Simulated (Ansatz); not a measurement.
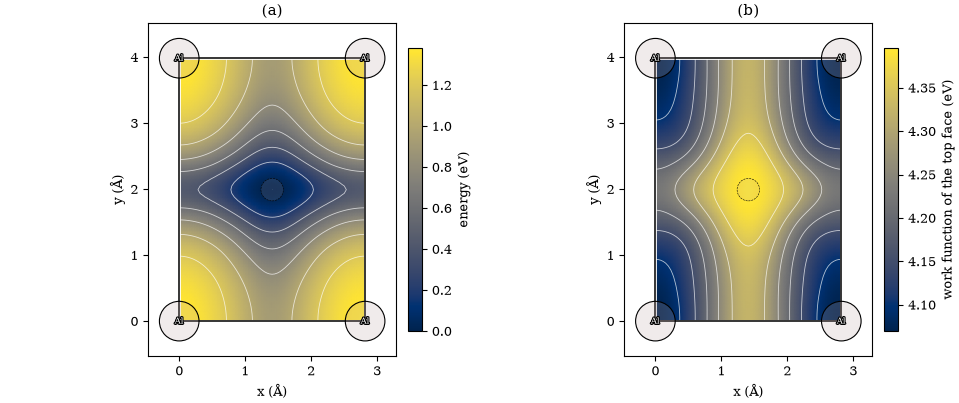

Al on an Al(110) slab cut from the Fm-3m phase, its upper half relaxed before the scan (16 atoms of substrate and one adsorbate in a 2 × 2 cell). 
- Al is moved over the surface cell; relaxed at each place: the height of the adsorbate's atoms; substrate rigid; the origin of the map has the adsorbate above Al13.
- Places are given modulo a cell vector. The map is drawn in real space over the plane of the surface.
- The scan uses a 6 × 8 grid; 20 points were computed and 28 follow by symmetry.
- Places are given in fractions of the 1 × 1 surface cell.
- Energies: eV, counted from the lowest grid point.
- The calculation used Ansatz 0.2.0, DFT LDA, scalar-relativistic, plane waves, PAW. Settings: cutoff 420 eV, k-mesh 5×4×1, gaussian smearing 0.1 eV, no spin polarisation.

Panel (a) is the energy and panel (b) the computed work function of the top face on the same grid.

Drawn: a smooth colour map with a few white contour lines, labelled circles for the atoms of the top layer and small ones for the second layer, the outline of one cell of the plane. Between grid points the surface is interpolated.

Question: How does the work function of the top face vary over the map, and what is it at the lowest grid point?

Answer: It runs from 4.07 eV at the top site over a surface Al atom, (0/6, 0/8) of the cell vectors to 4.40 eV at a fourfold hollow over a second-layer Al atom, (3/6, 4/8) of the cell vectors. At the lowest grid point, a fourfold hollow over a second-layer Al atom, (3/6, 4/8) of the cell vectors, it is 4.40 eV.

```
second ↓, first →   0/6   1/6   2/6   3/6   4/6   5/6
              7/8  4.08  4.12  4.25  4.33  4.25  4.12
              6/8  4.10  4.14  4.26  4.34  4.26  4.14
              5/8  4.17  4.21  4.32  4.38  4.32  4.21
              4/8  4.22  4.28  4.36  4.40  4.36  4.28
              3/8  4.17  4.21  4.32  4.38  4.32  4.21
              2/8  4.10  4.14  4.26  4.34  4.26  4.14
              1/8  4.08  4.12  4.25  4.33  4.25  4.12
              0/8  4.07  4.12  4.25  4.32  4.25  4.12
```

PAW datasets: the set soft_1.
